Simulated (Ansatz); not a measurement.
Geometry relaxation, with input and output: SnH$_{4}$Se$_{2}$ (part 1 of 2)

- system: SnH$_{4}$Se$_{2}$
- method: RKS PBE0-D4/def2-TZVP (Ansatz 0.2.0)

The geometry: PBE-D4/def2-SVP start. Figures and captions count atoms from 1; the log counts them from 0 in places.

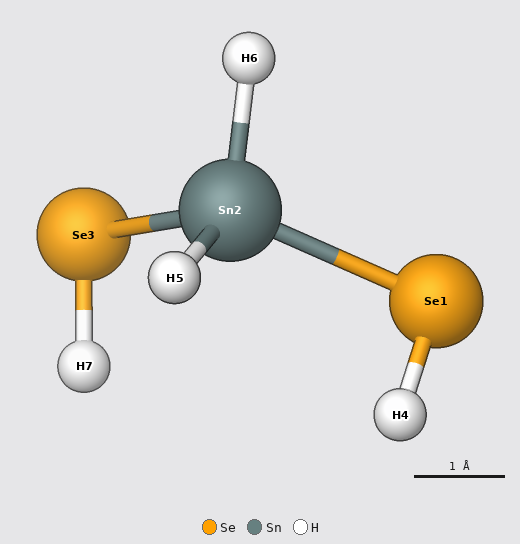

Fig. 1: The starting structure (ball-and-stick view, seen at a tilt; atoms are numbered from 1 in the order of the input). Sticks mark near contacts.

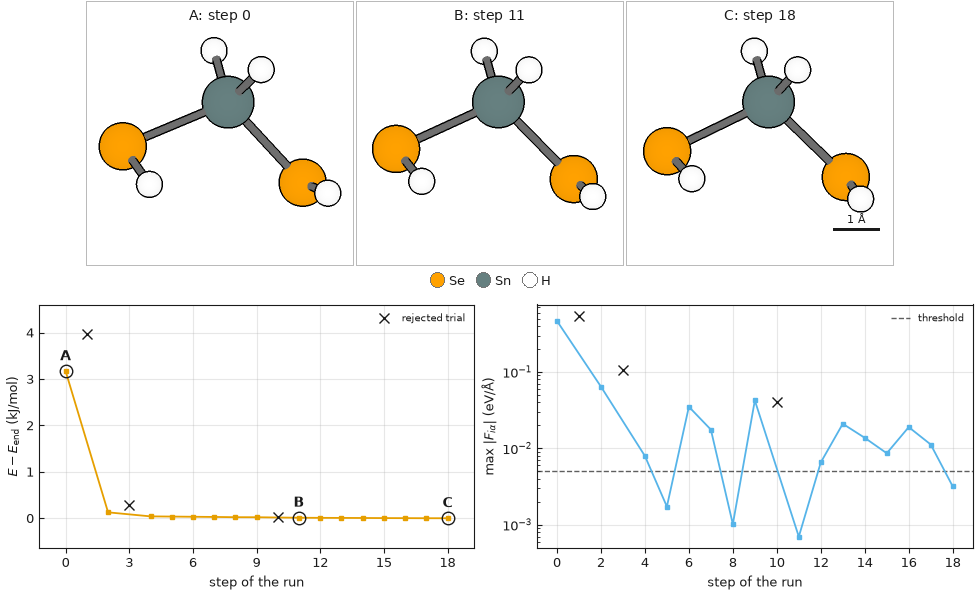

Fig. 2: Frames of the relaxation (ball-and-stick view, seen at a tilt) above the curves, on which the letters mark them (the first geometry is step 0 here and step 1 in the log).

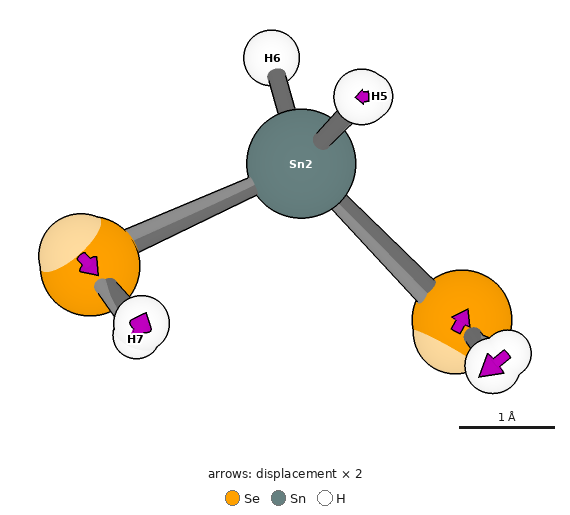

Fig. 3: Start (faint) and end (solid) with the displacements as pink arrows, magnified 2 times (ball-and-stick view, seen at a tilt). The two geometries are laid on each other by the best rigid fit. The atom that moves furthest after the best rigid fit is H4 (0.20 Å). By element the largest moves are H 0.20 Å, Se 0.15 Å, Sn 0.02 Å. Among the contacts that change: Se1–Sn2 2.572 → 2.531 Å, Sn2–H5 1.729 → 1.704 Å, Sn2–H6 1.725 → 1.701 Å, Se1–H4 1.487 → 1.469 Å. After 18 geometry steps the energy has fallen by 3.17 kJ/mol. The largest force component goes from 0.47 to 0.0032 eV/Å. The line search rejected the trial steps at points 1, 3, 10 (counted from 0) and went back. (Atoms are counted from 1 in the order of the input.)

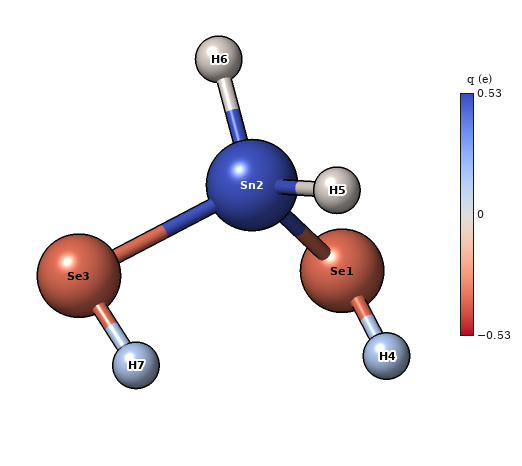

Fig. 4: Mulliken charges, as the colour of each atom (ball-and-stick view, seen at a tilt; atoms are numbered from 1 in the order of the input). By element: Se −0.36, Sn +0.50 and H −0.03 to +0.14 e.

The input and output of the run follow.

Input file:
```yaml
crystal:
  periodic: [false, false, false]
  atoms:
    - {symbol: Se, position_ang: [-2.097597, -0.623076, -0.617340]}
    - {symbol: Sn, position_ang: [-0.071133, 0.455706, 0.542198]}
    - {symbol: Se, position_ang: [1.898488, -1.166427, 0.852048]}
    - {symbol: H, position_ang: [-1.621895, -0.146716, -1.942792]}
    - {symbol: H, position_ang: [0.415726, 1.815402, -0.408110]}
    - {symbol: H, position_ang: [-0.550260, 0.872120, 2.146036]}
    - {symbol: H, position_ang: [2.087971, -1.275108, -0.617842]}
basis:
  gaussian: {orbitals: def2-TZVP}
hamiltonian: {xc: pbe0, dispersion: d4}
relax: {f_tol: 0.005, max_steps: 150}
```

Launched with:
```bash
ansatz run in.yaml --threads 4 --pin off --events-out ev --progress --plain --max-ram 10444MiB
```

The program's output:
```
Functional definition: PBE0
  name "PBE0"
  cite "Adamo & Barone, J. Chem. Phys. 110, 6158 (1999) doi:10.1063/1.478522"
  cite "Perdew, Burke & Ernzerhof, Phys. Rev. Lett. 77, 3865 (1996) doi:10.1103/PhysRevLett.77.3865"
  parent pbe
  parameter a = 0.25
  parameter kappa = 0.804
  parameter beta = 0.06672455060314922
  exchange = (1 - a)*pbe_x(kappa = kappa, mu = beta*pi^2/3) + a*exact_x
  correlation = pbe_c(beta = beta)
1461 factors; their error is unknown
mean field evaluation 1: about -136580.4327 eV, gradient 1.6e1 eV
mean field evaluation 2: about -136580.5741 eV, gradient 1.4e1 eV
mean field evaluation 4: about -136581.0264 eV, gradient 3.9e-1 eV
mean field evaluation 8: about -136581.9325 eV, gradient 5.6e-1 eV
mean field evaluation 16: about -136581.9328 eV, gradient 6.4e-5 eV
mean field -136581.93278138 eV, -5019.2934511566 hartree, gradient 6.4e-5 eV, S^2 0.000000; 0 other end points of the search recorded, 0 dependent functions left out
the calculation of the forces begins
reference -136581.93281456 eV, -5019.2934523761 hartree; 47, 47 occupied and 123, 123 virtual orbitals, 1461 factors
relax step   1: F+E_penalty+E_count = -136582.09600802 eV  Δ(F+E_penalty+E_count) = +0.000e0 eV  max|allowed force component| = 4.664e-1 eV/Å  Δτ_max = 0.0000 Å  (26 SCF iters, accepted)
these checks for a lower state are left out or cut short: starts, cluster_reference, orbital_swaps, neighbouring_geometries, increment
1461 factors; their error is unknown
mean field -136581.91827478 eV, -5019.2929180487 hartree, gradient 9.8e-6 eV, S^2 0.000000; 0 other end points of the search recorded, 0 dependent functions left out
[... from here on the field's lines of each further geometry are left out, up to the last ...]
relax step   2: F+E_penalty+E_count = -136582.08767430 eV  Δ(F+E_penalty+E_count) = +8.334e-3 eV  max|allowed force component| = 5.484e-1 eV/Å  Δτ_max = 0.1033 Å  (30 SCF iters, rejected (line search))
relax step   3: F+E_penalty+E_count = -136582.12751359 eV  Δ(F+E_penalty+E_count) = -3.151e-2 eV  max|allowed force component| = 6.438e-2 eV/Å  Δτ_max = 0.0493 Å  (32 SCF iters, accepted)
relax step   4: F+E_penalty+E_count = -136582.12586147 eV  Δ(F+E_penalty+E_count) = +1.652e-3 eV  max|allowed force component| = 1.051e-1 eV/Å  Δτ_max = 0.0368 Å  (30 SCF iters, rejected (line search))
relax step   5: F+E_penalty+E_count = -136582.12841536 eV  Δ(F+E_penalty+E_count) = -9.018e-4 eV  max|allowed force component| = 7.955e-3 eV/Å  Δτ_max = 0.0177 Å  (31 SCF iters, accepted)
relax step   6: F+E_penalty+E_count = -136582.12845938 eV  Δ(F+E_penalty+E_count) = -4.401e-5 eV  max|allowed force component| = 1.729e-3 eV/Å  Δτ_max = 0.0098 Å  (31 SCF iters, accepted)
relax step   7: F+E_penalty+E_count = -136582.12850181 eV  Δ(F+E_penalty+E_count) = -4.243e-5 eV  max|allowed force component| = 3.506e-2 eV/Å  Δτ_max = 0.0365 Å  (30 SCF iters, accepted)
relax step   8: F+E_penalty+E_count = -136582.12854405 eV  Δ(F+E_penalty+E_count) = -4.225e-5 eV  max|allowed force component| = 1.760e-2 eV/Å  Δτ_max = 0.0073 Å  (31 SCF iters, accepted)
relax step   9: F+E_penalty+E_count = -136582.12859867 eV  Δ(F+E_penalty+E_count) = -5.462e-5 eV  max|allowed force component| = 1.019e-3 eV/Å  Δτ_max = 0.0132 Å  (32 SCF iters, accepted)
relax step  10: F+E_penalty+E_count = -136582.12861014 eV  Δ(F+E_penalty+E_count) = -1.147e-5 eV  max|allowed force component| = 4.241e-2 eV/Å  Δτ_max = 0.0476 Å  (30 SCF iters, accepted)
relax step  11: F+E_penalty+E_count = -136582.12856201 eV  Δ(F+E_penalty+E_count) = +4.813e-5 eV  max|allowed force component| = 4.005e-2 eV/Å  Δτ_max = 0.0190 Å  (30 SCF iters, rejected (line search))
relax step  12: F+E_penalty+E_count = -136582.12872313 eV  Δ(F+E_penalty+E_count) = -1.130e-4 eV  max|allowed force component| = 6.979e-4 eV/Å  Δτ_max = 0.0073 Å  (31 SCF iters, accepted)
relax step  13: F+E_penalty+E_count = -136582.12874448 eV  Δ(F+E_penalty+E_count) = -2.135e-5 eV  max|allowed force component| = 6.550e-3 eV/Å  Δτ_max = 0.0149 Å  (30 SCF iters, accepted)
relax step  14: F+E_penalty+E_count = -136582.12875997 eV  Δ(F+E_penalty+E_count) = -1.550e-5 eV  max|allowed force component| = 2.098e-2 eV/Å  Δτ_max = 0.0232 Å  (31 SCF iters, accepted)
relax step  15: F+E_penalty+E_count = -136582.12877569 eV  Δ(F+E_penalty+E_count) = -1.572e-5 eV  max|allowed force component| = 1.374e-2 eV/Å  Δτ_max = 0.0024 Å  (32 SCF iters, accepted)
relax step  16: F+E_penalty+E_count = -136582.12879753 eV  Δ(F+E_penalty+E_count) = -2.184e-5 eV  max|allowed force component| = 8.631e-3 eV/Å  Δτ_max = 0.0150 Å  (30 SCF iters, accepted)
relax step  17: F+E_penalty+E_count = -136582.12881092 eV  Δ(F+E_penalty+E_count) = -1.339e-5 eV  max|allowed force component| = 1.899e-2 eV/Å  Δτ_max = 0.0267 Å  (31 SCF iters, accepted)
relax step  18: F+E_penalty+E_count = -136582.12882940 eV  Δ(F+E_penalty+E_count) = -1.848e-5 eV  max|allowed force component| = 1.124e-2 eV/Å  Δτ_max = 0.0030 Å  (33 SCF iters, accepted)
the calculation of the forces begins
reference -136581.96306277 eV, -5019.2945639770 hartree; 47, 47 occupied and 123, 123 virtual orbitals, 1461 factors
relax step  19: F+E_penalty+E_count = -136582.12883214 eV  Δ(F+E_penalty+E_count) = -2.736e-6 eV  max|allowed force component| = 3.182e-3 eV/Å  Δτ_max = 0.0067 Å  (31 SCF iters, accepted)
1461 factors; their error is unknown
mean field evaluation 160: about -136581.9630 eV, gradient 1.1e-1 eV
mean field -136581.96302997 eV, -5019.2945627718 hartree, gradient 4.1e-6 eV, S^2 0.000000; 1 other end points of the search recorded, 0 dependent functions left out
the calculation of the forces begins
reference -136581.96306277 eV, -5019.2945639770 hartree; 47, 47 occupied and 123, 123 virtual orbitals, 1461 factors
Total energy: -136582.12886493 eV, -5019.3006570943 hartree
Atom 0 at    -2.141588    -0.493210    -0.579724 Å, force    -0.003182    -0.000357     0.000428 eV/Å
Atom 1 at    -0.085798     0.460465     0.546598 Å, force     0.000832    -0.000612    -0.002046 eV/Å
Atom 2 at     1.780143    -1.232778     0.781984 Å, force     0.001429    -0.000977     0.002153 eV/Å
Atom 3 at    -1.539957    -0.331154    -1.909724 Å, force     0.000001    -0.000498    -0.000851 eV/Å
Atom 4 at     0.475914     1.779170    -0.374673 Å, force     0.000292     0.002323     0.001567 eV/Å
Atom 5 at    -0.551348     0.868115     2.131114 Å, force     0.000276     0.000244    -0.000442 eV/Å
Atom 6 at     2.123934    -1.118708    -0.641377 Å, force     0.000351    -0.000121    -0.000811 eV/Å
Dipole moment:     0.082284     0.231719    -0.128183 e Å
```

Trajectory as extended XYZ (Å, eV, eV/Å), 19 frames, from step=1 to step=19:
```
7
Properties=species:S:1:pos:R:3:forces:R:3 step=1 energy=-136582.09601
Se   -2.0976   -0.6231   -0.6173    0.4664   0.2830  -0.1471
Sn   -0.0711    0.4557    0.5422   -0.0191  -0.0672   0.0163
Se    1.8985   -1.1664    0.8520   -0.2870   0.2298  -0.4328
H    -1.6219   -0.1467   -1.9428   -0.1209  -0.1216   0.3291
H     0.4157    1.8154   -0.4081   -0.0839  -0.2717   0.1703
H    -0.5503    0.8721    2.1460    0.0806  -0.0736  -0.2898
H     2.0880   -1.2751   -0.6178   -0.0361   0.0214   0.3540
7
Properties=species:S:1:pos:R:3:forces:R:3 step=2 energy=-136582.08767 accepted=F
Se   -2.0028   -0.6195   -0.5816   -0.5342  -0.2520  -0.3632
Sn   -0.0776    0.4510    0.5498    0.0362   0.4319   0.0780
Se    1.8110   -1.1299    0.8110    0.5484  -0.4378   0.0770
H    -1.5406   -0.1541   -1.8987   -0.0242  -0.0248   0.0599
H     0.4109    1.7606   -0.3985    0.0502   0.2060  -0.1005
H    -0.5531    0.8703    2.1139   -0.0390   0.0481   0.1892
H     2.0134   -1.2466   -0.6416   -0.0373   0.0286   0.0597
7
Properties=species:S:1:pos:R:3:forces:R:3 step=3 energy=-136582.12751
Se   -2.0519   -0.6193   -0.6048   -0.0419  -0.0245  -0.0421
Sn   -0.0711    0.4513    0.5375   -0.0037   0.0644   0.0540
Se    1.8571   -1.1494    0.8361    0.0435  -0.0379  -0.0325
H    -1.5880   -0.1517   -1.9179   -0.0081  -0.0067   0.0055
H     0.4109    1.7900   -0.3976    0.0122   0.0109  -0.0227
H    -0.5395    0.8644    2.1185   -0.0196   0.0077   0.0247
H     2.0437   -1.2533   -0.6176    0.0177  -0.0138   0.0132
```
